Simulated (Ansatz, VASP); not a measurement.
# CeO2 in two plane-wave programs

One calculation is typed for both programs; each brings its own data sets and cutoff. How far apart do they land? The cell comes out of the VASP series on this material, whose earlier steps may have relaxed, scaled or displaced it; both programs get it as it stands.

Program: Ansatz 0.2.0. Level of theory: plane waves, with VASP 6.6.1 beside it; relaxation of cell and atoms at PBEsol and relaxation of cell and atoms at PBE. Results are calculated unless marked as measured.

In doubt: the elements are of a kind flagged for part-filled d or f shells, though by formal charges that shell is empty here, so the flag may not apply; the elements are of a kind flagged for part-filled d or f shells, though by formal charges that shell is empty here, so the flag may not apply.

## Step 1: Set-up

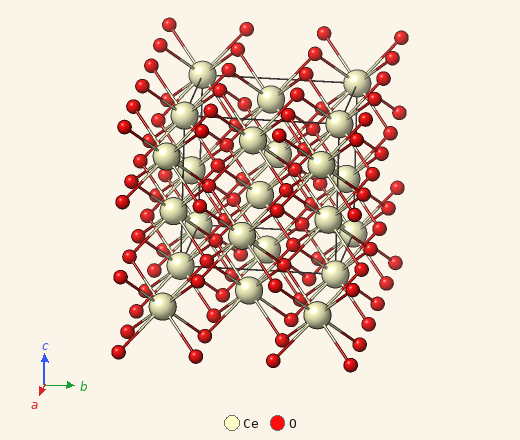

Start, viewed slightly off an axis; cerium light yellow, oxygen red. 2×1×1 cells are drawn. This picture shows the conventional cell, with its axes. Some periodic images of atoms are drawn too.

## Step 2: Ansatz: relaxation of cell and atoms, PBEsol

Ansatz runs on its default PAW (the set named soft_2) files.

The relaxed volume is the usual yardstick between codes: its relative difference is about their pressure difference at one cell divided by the bulk modulus.

input.yaml reads:

```yaml
crystal:
  lattice:
    - [0.0, 2.6992816059, 2.6992816059]
    - [2.6992816059, 0.0, 2.6992816059]
    - [2.6992816059, 2.6992816059, 0.0]
  atoms:
    - { symbol: Ce, position: [0.0, 0.0, 0.0] }
    - { symbol: O, position: [0.75, 0.75, 0.75] }
    - { symbol: O, position: [0.25, 0.25, 0.25] }
hamiltonian:
  xc: pbesol
  pseudopotentials: { kind: paw }
magnetization:
  spin_polarized: true
kpoints:
  mp_grid: { grid: [8, 8, 8] }
scf:
  occupations: { method: gaussian, width: 0.03 }
relax:
  f_tol: 0.01
  max_steps: 60
  cell: { stress_tol: 0.05 }
output:
  forces: true
  stress: true
```

Command:

```sh
$ ansatz run input.yaml --threads 4 --pin off --max-ram 9216MiB --backend cpu --events-out ev --progress --plain --runs-dir out
```

Numbers of over 12 decimals in the logs are rounded to 6 here.

Output:

```text
band count auto-derived: 22 (N_el = 24.0; filled up to band 12; 17 by the electrons, moments and atoms)
Engine: ansatz 0.2.0, aarch64-unknown-linux-gnu
Pseudopotentials: kind: paw
Pseudopotential: Ce, paw, valence charge 12, recommended cutoff 420 eV (normal), Ce.paw.azcp
Pseudopotential: O, paw, valence charge 6, recommended cutoff 420 eV (normal), O.paw.azcp
Functional definition: PBEsol
  exchange = pbesol_x
  correlation = pbesol_c
Crystal: 3 atoms, lattice volume = 39.335 Å³
Basis set: ecut = 420 eV, 749 PW (Γ), exchange–correlation on 54×54×54 points (8 copies of the dense FFT grid, shifted against one another)
Bands: 22, of which v1, the nominal top of the filled ones, is band 12 counted from 1 (11 counted from 0)
Symmetry: 48 space group operations
Space group: Fm-3m (ITA 225), of the structure as read, at distance tolerance 3.4e-5 Å
k-points: 29 of 512
Non-local potential: Ce, projectors of the file, l = 0: 3, l = 1: 2, l = 2: 2, l = 3: 3
Non-local potential: O, projectors of the file, l = 0: 2, l = 1: 2, l = 2: 1
PAW form: soft (Blöchl's): semilocal exchange-correlation on the pseudo side does not see the compensation charge
PAW frozen core: Ce, regenerated for the run's functional, and the local potential with it (the file was generated under x = pbe(κ = 0.804, μ = 0.219515), c = pbe(β = 0.066725))
PAW frozen core: O, regenerated for the run's functional, and the local potential with it (the file was generated under x = pbe(κ = 0.804, μ = 0.219515), c = pbe(β = 0.066725))
PAW one-centre angular grid: Ce, 590 points (default); XC on 64 Gauss nodes
PAW one-centre angular grid: O, 110 points (default); XC on 64 Gauss nodes
Initial density: superposition of atomic densities (chi_scale 0.1, normalization cell, long waves kept (reshape's long-wave potential 0.00 eV rms))
Starting moments: Σ|m| = 2 μB in the open shells of 1 of 3 sites, parallel; the input types none
Initial wavefunctions: pseudopotential atomic-orbital guess
Functional: x = pbesol(κ = 0.804, μ = 0.123457), c = pbesol(β = 0.046)
SCF iter   1: F=—  HF=-7613.326543 eV  |F-HF|=—  |Δ(HF+E_count)|=         —  Δρ=1.02e-1 (↑1.02e-1 ↓9.26e-2)  dr2=4.83e0  dr2_m=7.73e-1  M=0.000 μB ∫|m|=0.181 μB  β_m=0.30  ethr=3.10e-3  ⟨swp⟩=6.0  Hψ=5612  notcnv=0
preconditioner: auto → none  [insulator: Δε(μ)=2.755 eV  Ē_g=12.673 eV  σ=0.030 eV  W_gap=1.00  n_scr=14 (ndim 8)  ℏωp=27.8 eV  f_vac=0.002  D(μ)=0.00/eV (n_scr^D=0)  ε∞_Penn≈5.8]
SCF iter   2: F=—  HF=-7612.310223 eV  |F-HF|=—  |Δ(HF+E_count)|=    1.02e0  Δρ=6.42e-2 (↑6.08e-2 ↓6.42e-2)  dr2=1.22e0  dr2_m=3.76e-1  M=0.000 μB ∫|m|=0.156 μB  β_m=0.45  ethr=3.10e-3  ⟨swp⟩=3.5  Hψ=3407  notcnv=0  defer=156
SCF iter   3: F=—  HF=-7611.975219 eV  |F-HF|=—  |Δ(HF+E_count)|=   3.35e-1  Δρ=2.46e-2 (↑2.34e-2 ↓2.46e-2)  dr2=3.60e-1  dr2_m=5.20e-2  M=0.000 μB ∫|m|=0.092 μB  β_m=0.44  ethr=3.10e-3  ⟨swp⟩=3.0  Hψ=2731  notcnv=0  defer=156
SCF iter   4: F=—  HF=-7611.912799 eV  |F-HF|=—  |Δ(HF+E_count)|=   6.24e-2  Δρ=8.24e-3 (↑4.20e-3 ↓8.24e-3)  dr2=2.06e-2  dr2_m=5.13e-3  M=0.000 μB ∫|m|=0.057 μB  β_m=0.55  ethr=1.50e-3  ⟨swp⟩=3.0  Hψ=2589  notcnv=0  defer=164
SCF iter   5: F=—  HF=-7611.922144 eV  |F-HF|=—  |Δ(HF+E_count)|=   9.34e-3  Δρ=1.87e-3 (↑1.17e-3 ↓1.87e-3)  dr2=4.39e-4  dr2_m=5.72e-4  M=0.000 μB ∫|m|=0.028 μB  β_m=0.74  ethr=8.59e-5  ⟨swp⟩=3.0  Hψ=2769  notcnv=0  defer=170
SCF iter   6: F=—  HF=-7611.923821 eV  |F-HF|=—  |Δ(HF+E_count)|=   1.68e-3  Δρ=7.89e-4 (↑3.74e-4 ↓7.89e-4)  dr2=2.93e-4  dr2_m=6.70e-5  M=0.000 μB ∫|m|=0.009 μB  β_m=0.87  ethr=1.83e-6  ⟨swp⟩=2.0  Hψ=2428  notcnv=0  defer=170
SCF iter   7: F=—  HF=-7611.924244 eV  |F-HF|=—  |Δ(HF+E_count)|=   4.23e-4  Δρ=1.39e-4 (↑6.76e-5 ↓1.39e-4)  dr2=3.93e-6  dr2_m=2.69e-6  M=0.000 μB ∫|m|=0.002 μB  β_m=0.93  ethr=1.22e-6  ⟨swp⟩=2.1  Hψ=2385  notcnv=0  defer=172
SCF iter   8: F=—  HF=-7611.925045 eV  |F-HF|=—  |Δ(HF+E_count)|=   8.01e-4  Δρ=3.50e-5 (↑3.50e-5 ↓3.46e-5)  dr2=2.11e-6  dr2_m=1.92e-8  M=0.000 μB ∫|m|=0.000 μB  β_m=0.97  ethr=1.64e-8  ⟨swp⟩=2.0  Hψ=1972  notcnv=0  defer=172
SCF iter   9: F=—  HF=-7611.925047 eV  |F-HF|=—  |Δ(HF+E_count)|=   2.65e-6  Δρ=1.41e-5 (↑1.41e-5 ↓8.56e-6)  dr2=2.19e-7  dr2_m=3.14e-9  M=0.000 μB ∫|m|=0.000 μB  β_m=0.98  ethr=8.78e-9  ⟨swp⟩=2.0  Hψ=1970  notcnv=0  defer=172
SCF iter  10: F=—  HF=-7611.925048 eV  |F-HF|=—  |Δ(HF+E_count)|=   2.97e-7  Δρ=4.82e-6 (↑4.59e-6 ↓4.82e-6)  dr2=3.94e-8  dr2_m=1.32e-11  M=0.000 μB ∫|m|=0.000 μB  β_m=0.99  ethr=9.11e-10  ⟨swp⟩=2.0  Hψ=1972  notcnv=0  defer=172
SCF iter  11: F=-7611.925048 eV  HF=-7611.925048 eV  |F-HF|=1.94e-9  |Δ(HF+E_count)|=   3.67e-8  Δρ=1.07e-6 (↑1.07e-6 ↓1.07e-6)  dr2=1.98e-9  dr2_m=8.48e-13  M=0.000 μB ∫|m|=0.000 μB  ethr=1.64e-10  ⟨swp⟩=1.0  Hψ=3480  notcnv=0
SCF 1 converged in 11 iterations: F = -7611.925048 eV  dr2 = 1.98e-9
  greatest PAW one-centre occupation: 0.988 electrons in one spin orbital (limit 2), on the Ce atom at site 0 (counted from 0), in its partial waves of l = 0
WARN: the input gives no starting moments: this run first made a single point of its starting geometry. This run's own SCFs start from that state's density, with no starting moments from it. Of the state that the single point found these notices stand: seeded_moment_not_kept.
Initial density: read from a saved state, or passed on in memory by an earlier SCF of this step, an earlier step, the calling program or the single point that the run made first
Stability of the state it starts from, as read at its close in the collinear treatment: not read negative (a value of 1 − χ₀K of 0.51, by a stability probe under the symmetry group of the SCF that read it); nothing settles its magnetic order
iter 1 solved again at ethr=2.64e-8 eV; its pass at ethr=3.10e-3 eV (dr2=6.34e-6 eV) is discarded
SCF iter   1: F=—  HF=-7611.925048 eV  |F-HF|=—  |Δ(HF+E_count)|=         —  Δρ=1.35e-6 (↑1.34e-6 ↓1.35e-6)  dr2=2.82e-9  dr2_m=8.35e-13  M=0.000 μB ∫|m|=0.000 μB  β_m=0.30  ethr=2.64e-8  ⟨swp⟩=4.1  Hψ=10000  notcnv=0
preconditioner: auto → none  [insulator: Δε(μ)=1.994 eV  Ē_g=11.843 eV  σ=0.030 eV  W_gap=1.00  n_scr=14 (ndim 8)  ℏωp=27.8 eV  f_vac=0.035  D(μ)=0.00/eV (n_scr^D=0)  ε∞_Penn≈6.5]
SCF iter   2: F=-7611.925048 eV  HF=-7611.925048 eV  |F-HF|=6.81e-9  |Δ(HF+E_count)|=   9.11e-9  Δρ=2.03e-6 (↑2.03e-6 ↓2.01e-6)  dr2=7.07e-9  dr2_m=5.06e-13  M=0.000 μB ∫|m|=0.000 μB  ethr=1.17e-11  ⟨swp⟩=4.0  Hψ=3454  notcnv=0
SCF 2 converged in 2 iterations: F = -7611.925048 eV  dr2 = 7.07e-9
relax step   1: F+E_penalty+E_count = -7611.92504779 eV  Δ(F+E_penalty+E_count) = +0.000e0 eV  max|allowed force component| = 1.696e-17 eV/Å  Δτ_max = 0.0000 Å  P = -0.059 GPa  Ω = 39.335 Å³  (2 SCF iters, dr2 threshold 1.00e-7 eV, accepted)
[...]
relax step   2: F+E_penalty+E_count = -7611.92513102 eV  Δ(F+E_penalty+E_count) = -8.323e-5 eV  max|allowed force component| = 1.234e-16 eV/Å  Δτ_max = 0.0000 Å  P = +0.044 GPa  Ω = 39.314 Å³  energy of the carried Pulay correction = +8.229e-5 eV  (4 SCF iters, dr2 threshold 8.71e-9 eV, accepted)
[...]
relax step   3: F+E_penalty+E_count = -7611.92506611 eV  Δ(F+E_penalty+E_count) = +6.491e-5 eV  max|allowed force component| = 1.295e-16 eV/Å  Δτ_max = 0.0000 Å  P = +0.041 GPa  Ω = 39.314 Å³  stress off target by 4.07e-2 GPa  SCF on the basis re-selected at this cell (its energy is not comparable with the rows above)  (5 SCF iters)
basis re-selected at this cell: Δ(F+E_penalty+E_count) = +6.491e-5 eV, ΔP = -0.003 GPa vs the last step (what re-selecting the basis moved, of the pressure what is left beyond the Pulay correction that the steps carried, after the strain that the cell walked since its last selection, with what the two solves' SCF thresholds leave and, on support functions, any second-order correction that the steps lacked; it is no m [...]
SCF converged after 5 iterations
Magnetization: 0.0000 μB (12.0000 up, 12.0000 down)
Absolute magnetization: 0.0000 μB (∫|ρ↑−ρ↓|, with the PAW one-centre terms)
Spin contamination: 0.0000 ħ² per cell (⟨S²⟩ above its minimum at these occupations)
Per-site moments (μB) at R_I (Å): [(2.0835576327477303e-8, 0.964114), (-1.7479233711683235e-8, 0.964114), (-1.747923371183869e-8, 0.964114)]
Free energy (F): -7611.925066 eV
Harris-Foulkes:  -7611.925066 eV  (|F-HF|=1.82e-12)
Internal energy: -7611.925066 eV  (E = F + TS)
E sigma→0 (E₀):  -7611.925066 eV
Fermi energy:    12.183128 eV
--- Per-component energies (eV) ---
  E_band       = 30.704635
  E_kinetic    = 738.661385
  E_local      = -912.984561  (includes V_loc(G=0)·N_el)
  E_nonlocal   = 34.081954
  E_hartree    = 323.323292
  E_xc         = -376.282462
  E_vxc        = -445.392999  (∫ρ·V_xc dr)
  E_paw        = -5685.312122  (= ΣΔE_a)
  E_vpaw       = -30.312561  (= ΣTr[D̂ρ^β])
  E_aug_tail   = 0.004832  (compensation charges beyond the density's cutoff)
  E_ewald      = -1733.714256
  E_core_change = 0.296871  (= ΣΔE_core)
  E_smearing   = -0.000000  (= −TS)
  E_closure    = 0.000000  (closes the sum)
  Σ components = -7611.925066   (vs F -7611.925066, Δ=0.00e0)
--- Forces (eV/Å), atoms counted from 1 ---
  atom   1  Ce    -0.00000000    -0.00000000     0.00000000
  atom   2  O      0.00000000    -0.00000000    -0.00000000
  atom   3  O     -0.00000000     0.00000000     0.00000000
  max |Σ_I F_I| component: 2.78e-17 eV/Å
--- Stress (GPa, compression-positive) ---
        0.040718      -0.000000      -0.000000
       -0.000000       0.040718      -0.000000
       -0.000000      -0.000000       0.040718
  P = ⅓ Tr σ = 0.0407 GPa (0.407 kbar)
--- Relaxed structure (2 steps of the walk, 2 accepted, 1 SCFs on fresh bases) ---
  F+E_penalty+E_count = -7611.92506611 eV   max|allowed force component| = 1.295e-16 eV/Å   (the final SCF, on the basis selected at the relaxed cell)
  cell:  # Å, volume = 39.3143 Å³
    - [0, 2.698818, 2.698818]
    - [2.698818, 0, 2.698818]
    - [2.698818, 2.698818, 0]
  atoms:
    - { symbol: Ce, position: [0, 0, 0] }
    - { symbol: O, position: [0.75, 0.75, 0.75] }
    - { symbol: O, position: [0.25, 0.25, 0.25] }
```

Wall time 5.3 s (4 threads of Arm Neoverse V1, shared host); peak memory 0.4 GiB; 18 s of CPU time.

[end of part 1 of 2]

[Lines on the potential files, build, host, timing and source positions are cut from VASP's logs without a mark.]

[Logs are printed without paths, hosts, clocks, repeated set-up lines and the standing remarks that a program may print on its own settings, such as how far it seeks lower states.]

[Hosts, paths, dates, database ids (printed as entryN), source tags and the programs' standing remarks are cut or masked in the printed files.]
